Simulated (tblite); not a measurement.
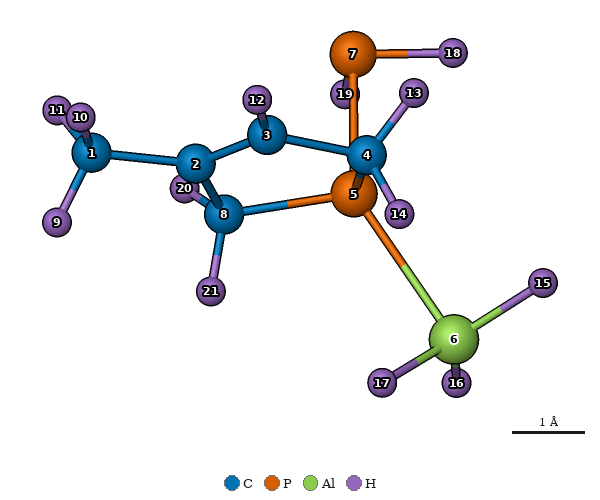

Figure 1. The input geometry (ball-and-stick view, seen at a tilt; atoms are numbered from 1 in the order of the input). Sticks mark near contacts. Bond lengths as drawn: Al–H 1.56 to 1.58 Å, Al–P 2.49 Å, C–C 1.32 to 1.51 Å, C–H 1.08 to 1.10 Å, C–P 1.85 Å, H–P 1.40 Å and P–P 2.17 Å.

## Frequency calculation of C₅H₁₃AlP₂

C₅H₁₃AlP₂, computed with GFN2-xTB harmonic vibrations, gas phase (tblite 0.8.0).

It belongs to a series of runs on one base structure; here: phosphine turned into its AlH3 adduct.

## The input
```
{"job": {"kind": "ir", "xc": "GFN2-xTB", "basis": "xTB"}, "charge": 0, "multiplicity": 1}
C     -2.751032    -1.182756    -0.241517
C     -1.439009    -0.544419     0.069375
C     -1.098542     0.031785     1.212246
C      0.287269     0.585928     1.319545
P      0.958678     0.570544    -0.401294
Al     3.063808    -0.572144     0.285243
P      0.170243     2.471333    -1.098028
C     -0.367435    -0.576992    -0.989452
H     -2.605681    -2.229474    -0.506771
H     -3.419865    -1.125049     0.612504
H     -3.219213    -0.685332    -1.090616
H     -1.754732     0.095589     2.066192
H      0.307066     1.594038     1.745394
H      0.927157    -0.053668     1.945876
H      3.447849     0.503341     1.369619
H      3.846996    -0.639083    -1.067097
H      2.296565    -1.856948     0.781809
H      1.275146     3.163075    -0.600995
H      0.758865     2.328730    -2.355464
H     -0.741573    -0.275360    -1.972813
H      0.048519    -1.586197    -1.084227
```

The first line tells a small driver script what to run in tblite; the rest is the geometry in Å.

Run as:
```bash
OMP_NUM_THREADS=1 python <driver script> task.json out
```

## Output
```
mode    cm-1     km/mol
  1      20.3      1.75
  2      52.4      0.10
  3      78.5      0.76
  4     126.1      0.73
  5     136.7      4.84
  6     142.5      4.31
  7     164.9      0.93
  8     187.1      0.76
  9     241.8      0.52
 10     255.4      1.03
 11     313.0      0.80
 12     362.2      2.15
 13     396.3      2.27
 14     408.8      1.94
 15     461.3      4.64
 16     505.4      0.51
 17     588.3      2.13
 18     713.2    637.93
 19     717.1     95.94
 20     729.6     17.18
 21     735.3    199.94
 22     753.7    213.46
 23     760.1    143.95
 24     766.1    167.02
 25     778.1     17.69
 26     824.6      2.46
 27     858.8      1.78
 28     881.0      2.93
 29     982.1      0.33
 30    1006.8      9.96
 31    1047.3     10.23
 32    1066.7      2.48
 33    1097.8      2.08
 34    1110.0      6.29
 35    1151.6      6.11
 36    1201.1     10.86
 37    1218.6     11.98
 38    1277.8     16.63
 39    1399.3      7.74
 40    1408.0      3.51
 41    1415.9      5.64
 42    1472.5      6.34
 43    1477.0      6.19
 44    1635.8    232.86
 45    1645.5    239.08
 46    1696.4    324.09
 47    1731.4     11.36
 48    2247.7     53.62
 49    2303.4     87.43
 50    2851.3     16.01
 51    2910.8     11.61
 52    2926.6     13.68
 53    2933.7     12.98
 54    3002.1     18.84
 55    3015.9     21.34
 56    3054.1     20.17
 57    3091.5     34.56
```

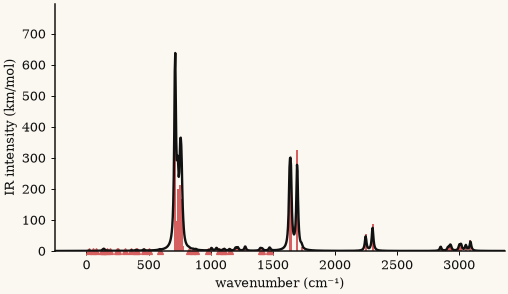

Figure 2. Harmonic infrared spectrum, unscaled: sticks (degenerate modes added up, dark ones marked on the axis) with a Lorentzian envelope of 16 cm⁻¹ full width, scaled to the tallest stick. 57 modes from 20 to 3092 cm⁻¹, none imaginary. The strongest line is at 713 cm⁻¹ (638 km/mol).

## Key numbers

```csv
quantity,value
outcome,converged
total energy,−638.2762 eV
zero-point energy,94.8340 kcal/mol
hardware,"1 CPU thread, shared host"
wall time,0.95 s
peak memory,0.18 GiB
```
